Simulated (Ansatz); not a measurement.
# GeF+ (singlet): trial inputs and their diagnosis at distance Ge1–F2 = 2.726 Å

3 inputs are run for GeF+ (singlet) as typed; the log has to tell whether the result can be used and what must change.

The runs use Ansatz 0.2.0, Gaussian basis; the settings change from run to run.

41 further runs of the same task are left out: 18 for a known fault of the program, 20 that didn't finish, 3 set aside as unsound or not needed.

### Step 1. What is computed

The geometry derives from a PBE0/def2-TZVP stationary point (not a proven minimum). One bond is set to the value named and the two fragments are kept rigid. No spin-orbit coupling is included. The filled d shell of Ge may be among the frozen orbitals whatever the setting's name suggests; the logs give the count.

2 atoms, charge 1, spin multiplicity 1.

Atoms are counted from 1 here; the program's logs count them from 0.

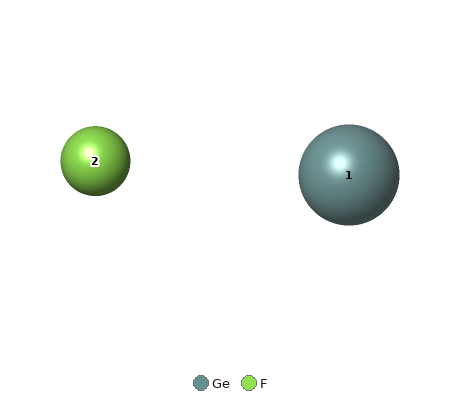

The geometry (germanium teal, fluorine green); atoms are numbered from 1 in the order of the file.

### Step 2. Try 1

The input, in.yaml:

```yaml
crystal:
  periodic: [false, false, false]
  atoms:
    - {symbol: Ge, position_ang: [0.000000, 0.000000, 0.000000]}
    - {symbol: F, position_ang: [0.000000, 0.000000, 2.726000]}
basis:
  gaussian: {orbitals: cc-pVDZ}
total_charge: 1
correlation: {method: fic_mrcisd_q, electrons: outside_noble_gas, active_space: {window: {electrons: 2, orbitals: 2}, places: [1, 2]}}
scf: {lower_state_search: off}
```

The run is started by

```bash
> ansatz run in.yaml --threads 1 --pin off --events-out ev --progress --plain --max-ram 2393MiB
```

Output:

```text
Error: invalid value for `correlation.active_space`: name one of window, places and ras
```

Run time: 0.03 s. Hardware: 1 thread of Intel Xeon Platinum 8259CL at 2.50GHz, shared host.

What is wrong: The run was refused. The active space is defined twice. To mend it, keep one definition.

### Step 3. Try 2

The input, in.yaml:

```yaml
crystal:
  periodic: [false, false, false]
  atoms:
    - {symbol: Ge, position_ang: [0.000000, 0.000000, 0.000000]}
    - {symbol: F, position_ang: [0.000000, 0.000000, 2.726000]}
basis:
  gaussian: {orbitals: cc-pVDZ}
total_charge: 1
magnetization: {spin_polarized: false}
correlation: {method: ccsd_t, frozen_orbitals: {Ge: 0}}
```

Launched as before.

Output:

```text
Functional definition: HF
  name "HF"
  cite "Fock, Z. Phys. 61, 126 (1930) doi:10.1007/BF01340294"
  parent pbe
  exchange = exact_x
  correlation = 0
Error: "frozen_orbitals" has no count for F
```

Wall time 0.06 s (1 thread of Intel Xeon Platinum 8259CL at 2.50GHz, shared host).

What is wrong: The run was refused. The frozen-orbital counts are incomplete or too large. Cure: leave frozen_orbitals out, or give each element a count that its core has.

### Step 4. Try 3

The input, in.yaml:

```yaml
crystal:
  periodic: [false, false, false]
  atoms:
    - {symbol: Ge, position_ang: [0.000000, 0.000000, 0.000000]}
    - {symbol: F, position_ang: [0.000000, 0.000000, 1.442599]}
basis:
  gaussian: {orbitals: cc-pVDZ}
total_charge: 1
magnetization: {spin_polarized: false}
hamiltonian: {xc: {name: PBE0}}
correlation: {method: bccd_t, electrons: outside_noble_gas, diis_vectors: 12}
scf: {lower_state_search: full}
```

Launched as before.

Output (excerpt; [...] marks lines left out):

```text
Functional definition: PBE0
  name "PBE0"
  cite "Adamo & Barone, J. Chem. Phys. 110, 6158 (1999) doi:10.1063/1.478522"
  cite "Perdew, Burke & Ernzerhof, Phys. Rev. Lett. 77, 3865 (1996) doi:10.1103/PhysRevLett.77.3865"
  parent pbe
[...]
463 factors; integrals over basis functions are off by at most 6.7e-4 eV
[...]
mean field -59214.62347479 eV, -2176.0972755851 hartree, gradient 2.0e-6 eV, S^2 0.000000; 0 other end points of the search recorded, 0 dependent functions left out
15 core orbitals not correlated: weight in the atoms' cores, before any rotation towards them, 0.657 or more for the frozen orbitals, at most 0.338 for the correlated occupied ones
reference -59169.38315081 eV, -2174.4347243438 hartree; 5, 5 occupied and 21, 21 virtual orbitals, 463 factors
second order -6.82748614 eV of doubles, -0.19842323 eV of singles
cycle   1  -6.71256335 eV  change    3.0e-1 eV  update   9.7e-2
[...]
cycle   9  -7.03437681 eV  change   -3.5e-6 eV  update   3.4e-6
perturbative correction -0.16315479 eV, -0.0059958278 hartree
Total energy: -59176.58068241 eV, -2174.6992287514 hartree
```

Run time: 1.4 s. Hardware: 1 thread of Intel Xeon Platinum 8259CL at 2.50GHz, shared host.

What is wrong: The run converged, which proves nothing about the input. The coordinates are scaled by the bohr-ångström factor. The shortest distance is 1.44 Å, against 2.73 Å in the geometry of step 1. Its energy belongs to another geometry. Fix: restore the coordinates in ångström.

### Step 5. Summary

| try | level | ended | cause | time |
| --- | --- | --- | --- | --- |
| 1 | MRCISD+Q(2,2)/cc-pVDZ | refused | the active space is defined twice | 0.03 s |
| 2 | CCSD(T) on RHF/cc-pVDZ | refused | the frozen-orbital counts are incomplete or too large | 0.06 s |
| 3 | BCCD(T)/cc-pVDZ | converged | the coordinates are scaled by the bohr-ångström factor | 1.4 s |

2 refused, 1 converged. The input that converges on a wrong geometry or spin is the dangerous one: no error points at it, so geometry and ⟨S²⟩ have to be checked.
